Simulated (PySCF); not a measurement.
# EPR calculation, with input and output: C$_{6}$H$_{6}$N

C$_{6}$H$_{6}$N, multiplicity 2, SMILES C#CC[C](N)C#C, computed with UKS B3LYP, pcH-1 on C H N, non-relativistic, mean-field spin-orbit, GIAO (PySCF 2.14.0).

It belongs to a series of runs on one base structure; here: H removed from sp3 C.

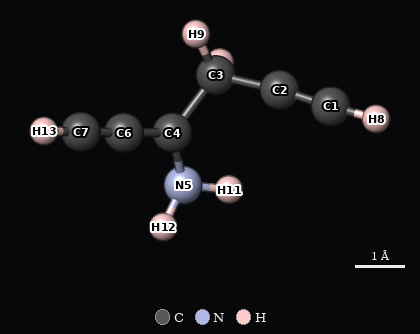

Figure 1. The input geometry (ball-and-stick view, seen at a tilt; atoms are numbered from 1 in the order of the input). Bond lengths as drawn: C–C 1.20 to 1.50 Å, C–H 1.05 to 1.10 Å, C–N 1.39 Å and H–N 1.01 Å.

Key numbers

```json
{"quantity": "outcome", "value": "converged"}
{"quantity": "total energy", "value": "−286.847972 hartree"}
{"quantity": "⟨S²⟩", "value": "0.763"}
{"quantity": "isotropic g", "value": "2.0027"}
{"quantity": "hardware", "value": "1 CPU thread, shared host"}
{"quantity": "wall time", "value": "45 s"}
{"quantity": "peak memory", "value": "0.83 GiB"}
```

Input file
```
{"job": {"kind": "epr", "basis": "pcH-1"}, "charge": 0, "multiplicity": 2}
C     -2.329071     0.164579     1.340993
C     -1.627146    -0.331139     0.507579
C     -0.712531    -0.839441    -0.502555
C      0.469098     0.079540    -0.625135
N      0.258910     1.307339    -1.245309
C      1.704383    -0.289300    -0.167936
C      2.795215    -0.635527     0.243021
H     -2.960113     0.562054     2.078622
H     -0.376963    -1.838760    -0.216403
H     -1.241786    -0.905393    -1.460935
H     -0.684915     1.660157    -1.169865
H      0.968801     2.002516    -1.067838
H      3.731730    -0.936137     0.603520
```

The first line tells a small driver script what to run in PySCF; the rest is the geometry in Å.

Launched with:
```bash
OMP_NUM_THREADS=1 python <driver script> task.json out
```

What the program printed
```
UKS, coarse grid
  cycle   1  E = -286.77481700  |g| = 3.73e-01
  cycle   2  E = -286.76318208  |g| = 4.08e-01
  cycle   3  E = -286.83918602  |g| = 1.28e-01
  cycle   4  E = -286.84634723  |g| = 5.50e-02
  cycle   5  E = -286.84782462  |g| = 1.67e-02
  cycle   6  E = -286.84797258  |g| = 3.91e-03
  cycle   7  E = -286.84799473  |g| = 1.96e-03
  cycle   8  E = -286.84799816  |g| = 1.99e-03
  cycle   9  E = -286.84800159  |g| = 5.77e-04
UKS, final grid
  cycle   1  E = -286.84797111  |g| = 9.01e-04
  cycle   2  E = -286.84796973  |g| = 1.97e-03
  cycle   3  E = -286.84797165  |g| = 1.43e-04
  cycle   4  E = -286.84797169  |g| = 1.10e-04
  cycle   5  E = -286.84797172  |g| = 7.57e-05
  cycle   6  E = -286.84797172  |g| = 2.77e-05
E = -286.84797172 Eh   <S^2> = 0.7634 (exact 0.7500)
g shifts (ppm)      1          2          3
  rmc          -171       -171       -171
  gc             -2         27         31
  oz_so           8        542       1032
  total        -165        398        891
hyperfine (MHz)  atom isotope    a_iso     a_fc   dipolar eigenvalues
    0   13C       4.18       4.18     -1.93      0.01      1.93
    1   13C      50.27      50.27     -2.20     -1.40      3.60
    2   13C     -23.23     -23.23     -1.04     -0.14      1.18
    3   13C      55.28      55.28    -55.53    -55.15    110.69
    4   14N      20.57      20.57     -9.57     -9.30     18.87
    5   13C     -58.26     -58.26    -16.58     -1.88     18.46
    6   13C      38.13      38.13    -37.76    -28.84     66.60
    7    1H      -0.12      -0.12     -1.13     -0.51      1.65
    8    1H       4.65       4.65     -3.49     -2.83      6.32
    9    1H      46.30      46.30     -3.48     -2.95      6.43
   10    1H      15.47      15.47    -10.40     -4.79     15.19
   11    1H       2.26       2.26     -9.79     -4.85     14.63
   12    1H     -36.47     -36.47    -17.50     -0.50     18.00
```

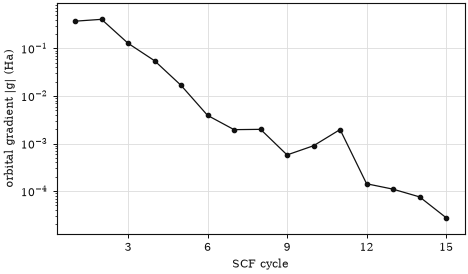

Figure 2. Convergence of the self-consistent field: orbital gradient |g| against the SCF cycle. All cycles printed in the log are drawn one after another.

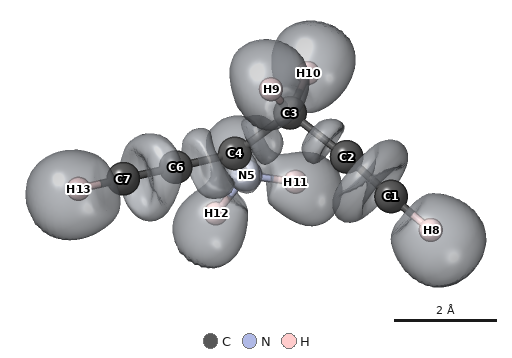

Figure 3. Isosurface of the ELF at 0.8 (grey), seen from the side. Only the valence region is drawn (cores and ρ < 0.01 e/Å³ removed). Along the contacts the grid gives the following. C–C (1.20 Å): the ELF peaks at about 0.85 between the atoms; a multiple bond by its length, whose ELF region spreads away from the axis.

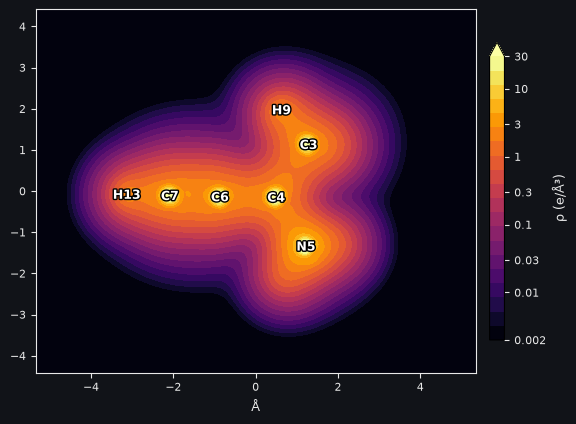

Figure 4. Total electron density on the plane of atoms C3, C4 and C6. Atoms in the plane: C, N and H. C–C (1.22 Å): ρ at the midpoint is about 2.6 e/Å³. C–N (1.39 Å): ρ at the midpoint is about 2.2 e/Å³. C–C (1.37 Å): ρ at the midpoint is about 2 e/Å³. C–H (1.05 Å): ρ is about 2.1 e/Å³ halfway, with its minimum of 1.9 e/Å³ about 0.8 Å from C.

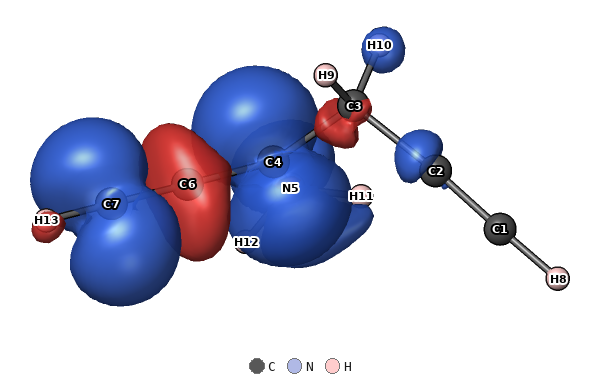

Figure 5. Isosurfaces of the spin density at +0.02 (blue) and −0.02 e/Å³ (red), seen from the side. The unpaired spin (1 electron) lies mostly on C4 (about 0.4), C7 (about 0.3) and N5 (about 0.2), in electrons by Hirshfeld's partition.
